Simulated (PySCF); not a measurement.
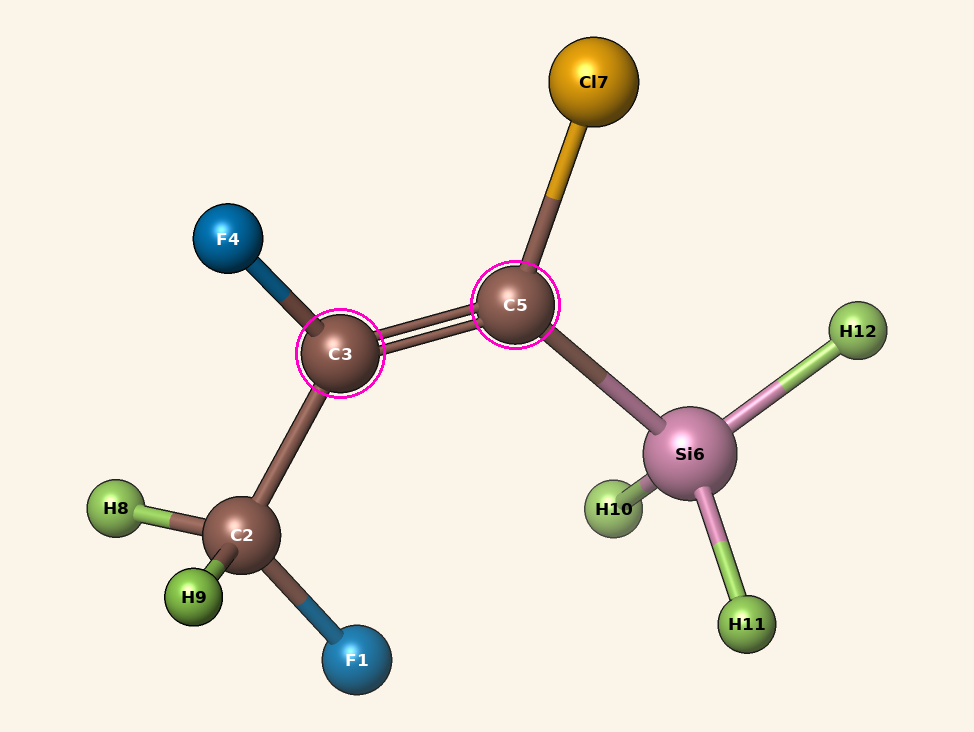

Depth is shown by fading: the farther an atom, the more it takes the colour of the background. Circles mark the stereogenic atoms. The computed structure is the end point of a PBE0-D3(BJ)/def2-SVP optimisation. No frequency run is at hand to confirm it as a minimum.

### Give the R/S and E/Z labels.

C3=C5: Z.

### Give a SMILES with the stereochemistry.

FC/C(F)=C(\[SiH3])Cl
